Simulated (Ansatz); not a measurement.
**CH2GeNSb: density, localisation and related maps**

```csv
atom,x (Å),y (Å),z (Å)
C,0.4115,-0.5920,-0.0158
Ge,-0.2934,0.1881,1.6248
N,0.0434,-1.2187,-1.1234
Sb,2.1788,0.0803,0.8636
H,0.7121,-1.5125,-1.8321
H,-0.9351,-1.4312,-1.3070
```

Geometry: r2SCAN-D4/def2-SVP; core potentials replace the inner electrons of Sb.

These are results of Ansatz 0.2.0, isolated molecule in a Gaussian basis; Kohn-Sham density functional theory, functional PBE0, not measurements.

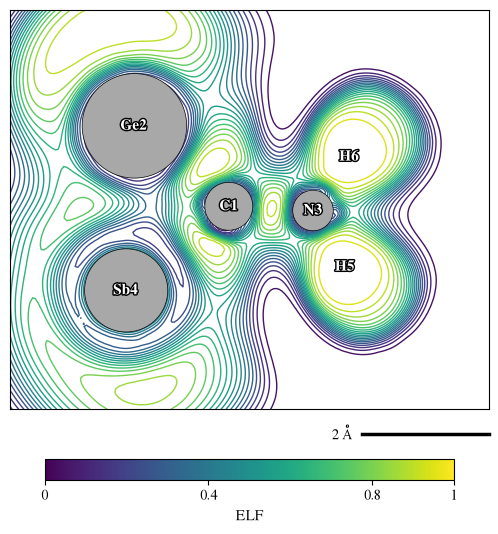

Figure 1. ELF on the molecular plane. Grey discs cover the atomic cores.

**Interpret the plot.**

- The plane passes through C, Ge, N, Sb and H nuclei.
- C–N (1.32 Å): the ELF peaks at about 0.90 between the atoms (localised, covalent bonding).
- C–Ge (1.95 Å): the ELF peaks at about 0.90 in the valence shell of C, 0.7 Å from its nucleus, and is about 0.55 at the midpoint.
- C–Sb (2.09 Å): the ELF peaks at about 0.85 in the valence shell of C, 0.7 Å from its nucleus, and drops to about 0.20 between the two atoms.
- Ge–Sb (2.59 Å): the ELF is about 0.45 at the midpoint.
- N–H (1.02 Å): the ELF climbs to about 1 towards the hydrogen, as it does in any bond to H; an ordinary covalent bond to hydrogen.
- The ELF also peaks beside Sb4, away from the bonds: lone-pair regions.

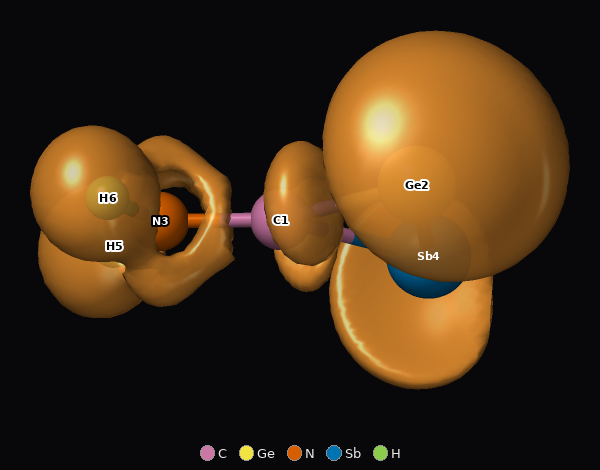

Figure 2. Isosurface of the electron localisation function at 0.8 (orange), seen from one side. Only the valence region is drawn (cores and ρ < 0.01 e/Å³ removed).

**What do the ELF domains correspond to?**

The surface consists of one lobe on Ge, pointing away from the bonds (lone pairs), one lobe on Sb, pointing away from the bonds (lone pairs), two regions wrapped around C (the valence shell of each) and one joined region spread over several atoms (H, N), in which their bonds and any lone pairs are merged.

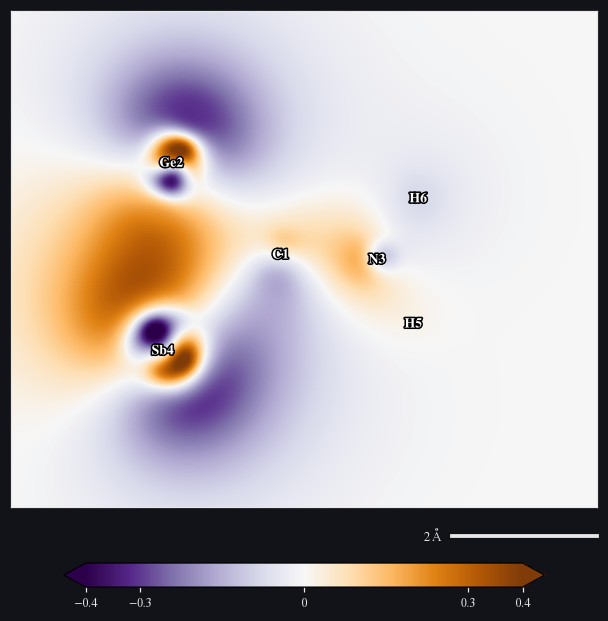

Figure 3. The HOMO on the molecular plane (values in Å⁻³ᐟ²; the overall sign is arbitrary).

**What is the character of this orbital?**

By Hirshfeld shares it lies mainly on Sb4 (about 55 %) and Ge2 (about 40 %); it is symmetric in the molecular plane (an in-plane orbital: σ, lone-pair or in-plane π type). Its energy is −5.76 eV.
